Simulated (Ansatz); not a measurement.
# Swapping F for Cl on Ti: the mean Ti–Cl bond length

On one Ti centre, n of the F ligands are replaced by Cl. The mean Ti–Cl bond length y in Å at PBE0-D4/def2-TZVP. The shapes are optimised at that level. Programs: Ansatz 0.2.0.

| molecule | n | y (Å) |
| --- | --- | --- |
| TiClF3 | 1 | 2.175 |
| TiCl2F2 | 2 | ? |
| TiCl3F | 3 | 2.166 |
| TiCl4 | 4 | 2.162 |

Task: Fit y = c + s·n to the known rows and predict TiCl2F2.

Result: 
1. Means of the 3 rows: n = 2.66667, y = 2.1677.
2. Σ(Δn)² = 4.6667, Σ(Δn·Δy) = -0.020333, so the slope is -0.020333/4.6667 = -0.004357.
3. Intercept: 2.1677 − (-0.004357) × 2.66667 = 2.1793. The largest residual of the fit is 0.0002.
4. TiCl2F2: 2.1793 + (-0.004357) × 2 = 2.171 Å.

The run gave 2.170 Å, so the prediction is off by +0.001 Å, at the rounding of the table. The steps per swap are -0.005, -0.004, -0.004 Å.

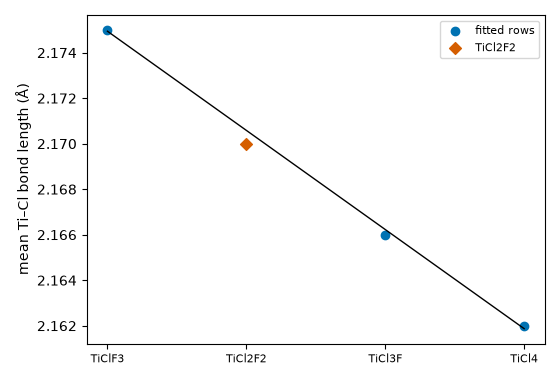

The fitted line, with the withheld member.
